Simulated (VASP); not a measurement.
Band structure of BaTiO₃ (space group P4mm). All values below come from PBE GGA, VASP's PBE PAW potentials (set 64) (plane waves; VASP).

Unless said otherwise, spin-orbit coupling is left out, though it shifts the bands of the heavy elements here.

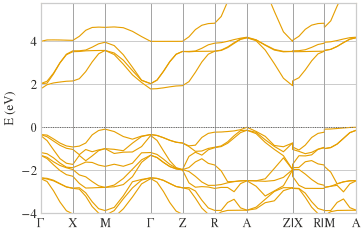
Figure. Bands along high-symmetry lines, zero at the valence-band maximum or, without a gap, the Fermi level

Question: Read the plot: is there a gap, and where are the band edges?

Answer: The gap is indirect, 1.78 eV, from the valence maximum at A to the conduction minimum at Γ.

The structure is a typed BaTiO3 crystal. The cell was not relaxed at this level.
